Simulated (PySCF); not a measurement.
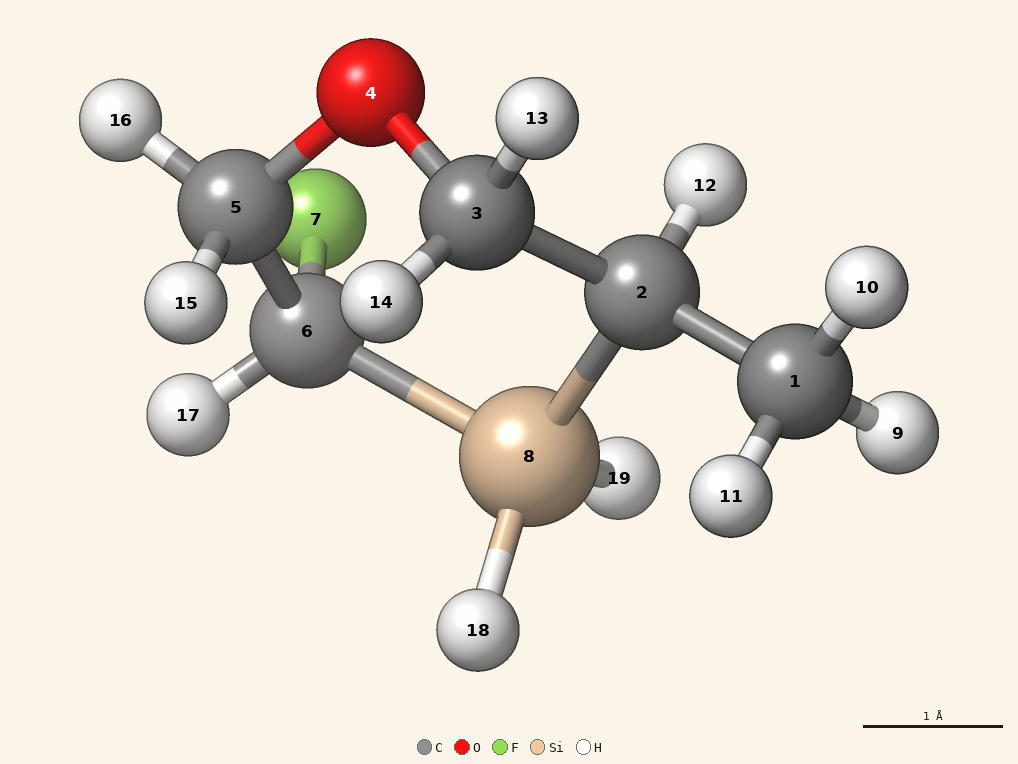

Numbered structure. Geometry: a frame of a GFN2-xTB molecular-dynamics simulation, not a minimum.

Q: How are the neighbours of atom 6 arranged?

A: C6 has 4 neighbours (C5 at 1.54, F7 at 1.40, Si8 at 1.89, H17 at 1.06 Å); the arrangement is tetrahedral.

Q: What is the geometry at C5?

A: C5 has 4 neighbours (O4 at 1.39, C6 at 1.54, H15 at 1.11, H16 at 1.06 Å); the arrangement is tetrahedral.

Q: How are the neighbours of atom 1 arranged?

A: C1 has 4 neighbours (C2 at 1.53, H9 at 1.04, H10 at 1.07, H11 at 1.09 Å); the arrangement is tetrahedral.

Q: What is the geometry at Si8?

A: Si8 has 4 neighbours (C2 at 1.96, C6 at 1.89, H18 at 1.46, H19 at 1.57 Å); the arrangement is tetrahedral.

Q: What is the dihedral angle C3–O4–C5–C6?

A: 79° in size, that is gauche.
